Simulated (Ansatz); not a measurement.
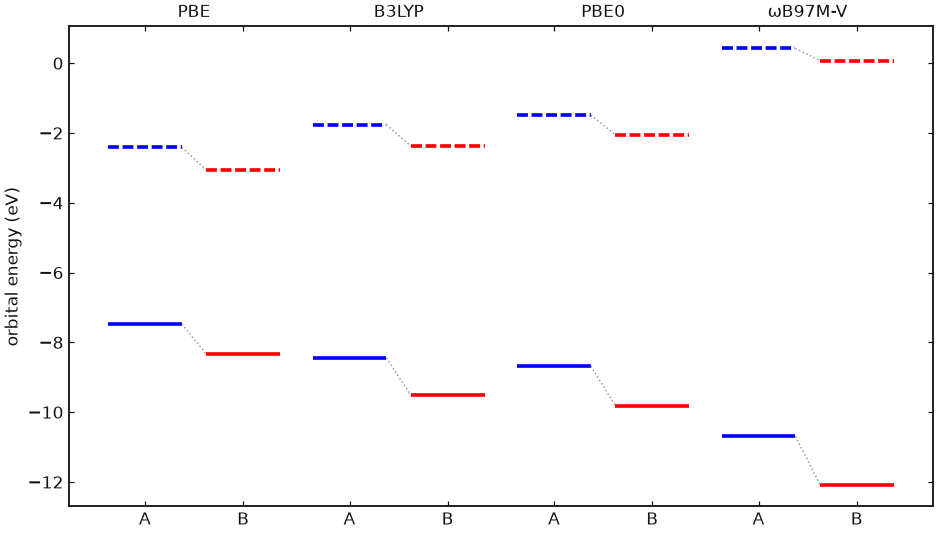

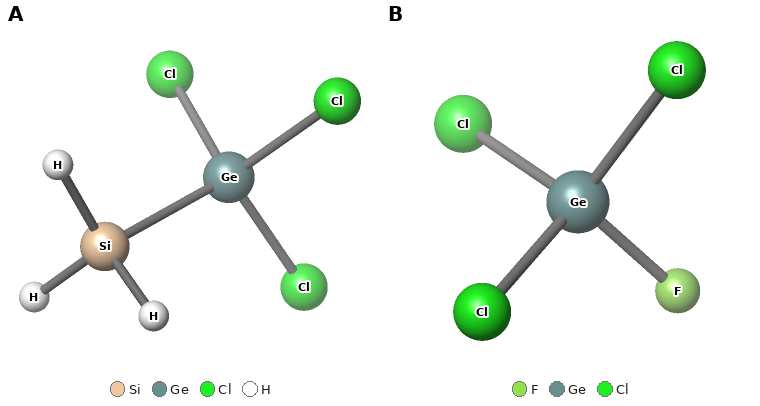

One change: A, GeSiH₃Cl₃ (SMILES [SiH3][Ge]([Cl])([Cl])[Cl]), becomes B, GeCl₃F (SMILES [F][Ge]([Cl])([Cl])[Cl]). SiH₃ on Ge is replaced by F. HOMO (solid) and LUMO (dashed) computed in def2-TZVPP at PBE0-D4/def2-TZVP geometries, both minima by their frequencies, gas phase, the Ansatz code. Empty levels above zero depend strongly on the basis.

Q: What does the change do to HOMO and LUMO?

A: PBE: the HOMO falls by 0.86 eV, the LUMO falls by 0.64 eV, and the separation goes from 5.06 to 5.28 eV. B3LYP: the HOMO falls by 1.06 eV, the LUMO falls by 0.62 eV, and the separation goes from 6.68 to 7.13 eV. PBE0: the HOMO falls by 1.14 eV, the LUMO falls by 0.57 eV, and the separation goes from 7.19 to 7.76 eV. ωB97M-V: the HOMO falls by 1.38 eV, the LUMO falls by 0.35 eV, and the separation goes from 11.12 to 12.15 eV.

Q: Do the functionals agree on the effect?

A: They agree on the direction for both levels; the HOMO shift lies between −1.38 and −0.86 eV and the LUMO shift between −0.64 and −0.35 eV, while the separations themselves differ by up to 6.9 eV between functionals.
